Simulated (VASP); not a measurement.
Band structure of SnSe (space group Fm-3m). These are PBEsol GGA, VASP's PBE PAW potentials (set 64) (plane waves; VASP 6.6.1) values and carry that method's errors.

Unless said otherwise, spin-orbit coupling is left out, though it shifts the bands of the heavy elements here.

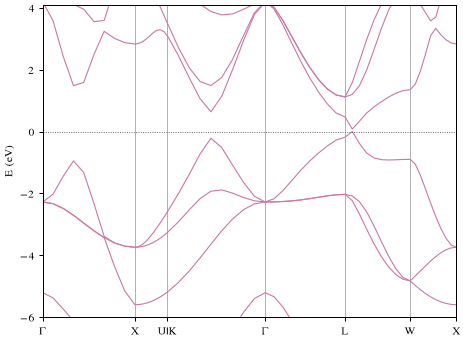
Figure: Bands along high-symmetry lines, zero at the valence-band maximum or, without a gap, the Fermi level

Problem. Read the plot: is there a gap, and where are the band edges?

Solution. The gap is direct, 0.08 eV, from the valence maximum at L-W at 0.11 to the conduction minimum at L-W at 0.11.

The structure comes from a computed database's SnSe entry; how it stands against other phases isn't given here. The cell was not relaxed at this level.
